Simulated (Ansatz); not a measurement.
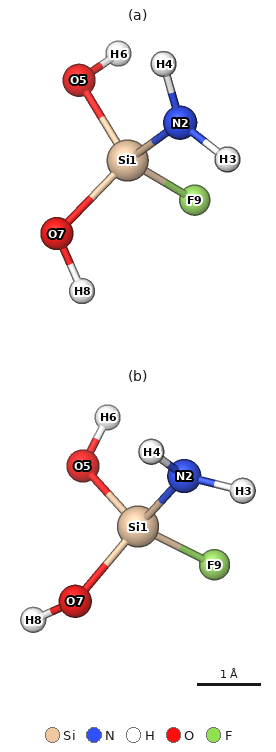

The structure of SiNH$_{4}$O$_{2}$F before (top) and after (bottom) a relaxation, at one scale.

Style: ball-and-stick. Shown from a free direction.

The run prepares the start of a later molecular dynamics calculation, from a guessed geometry.

The calculation used RHF/def2-SVP (Ansatz 0.2.0).

The input:
```yaml
crystal:
  periodic: [false, false, false]
  atoms:
    - { symbol: Si, position_ang: [0.0, 0.0, 0.0] }
    - { symbol: "N", position_ang: [0.0, 0.0, 1.82] }
    - { symbol: H, position_ang: [-0.877, -0.2713, 2.35] }
    - { symbol: H, position_ang: [0.877, 0.2713, 2.35] }
    - { symbol: O, position_ang: [1.5842, 0.0, -0.5594] }
    - { symbol: H, position_ang: [1.9006, -0.9521, -0.6761] }
    - { symbol: O, position_ang: [-0.7913, 1.3709, -0.5594] }
    - { symbol: H, position_ang: [-1.7491, 1.1401, -0.7818] }
    - { symbol: F, position_ang: [-0.7489, -1.2974, -0.5295] }
basis:
  gaussian: { orbitals: def2-SVP }
hamiltonian:
  xc: hf
relax:
  f_tol: 0.02
  max_steps: 40
```

Launched with:
```bash
ansatz run input.yaml --threads 1 --pin off --max-ram 2048MiB --backend cpu --events-out ev --progress --plain --runs-dir out
```

**Describe what moved and what it gained.**

The atom that moves furthest after the best rigid fit is H8 (0.99 Å). By element the largest moves are H 0.99 Å, O 0.42 Å, F 0.40 Å, Si 0.21 Å, N 0.18 Å. Near-neighbour distances that change, for instance: Si1–N2 1.820 → 1.692 Å, O5–H6 1.010 → 0.944 Å, N2–H3 1.060 → 1.001 Å, Si1–O5 1.680 → 1.633 Å. Bond angles that change, for instance: Si1–O5–H6 109.5° → 119.7°, Si1–O7–H8 109.5° → 119.3°, H3–N2–H4 120.0° → 112.1°. Groups turn about Si1–O7 by about 105°, Si1–N2 by about 35°, Si1–O5 by about 35°. The energy falls by 0.976 eV in 16 accepted moves (19 points after the start). The largest force component goes from 3.2 to 0.0035 eV/Å. The line search rejected the trial steps at points 3, 12, 15 of the run. The run took 51 s on 1 thread of Arm Neoverse V1 (shared host), peak memory 0.17 GiB.

Limits of the set-up: Hartree-Fock leaves out electron correlation.
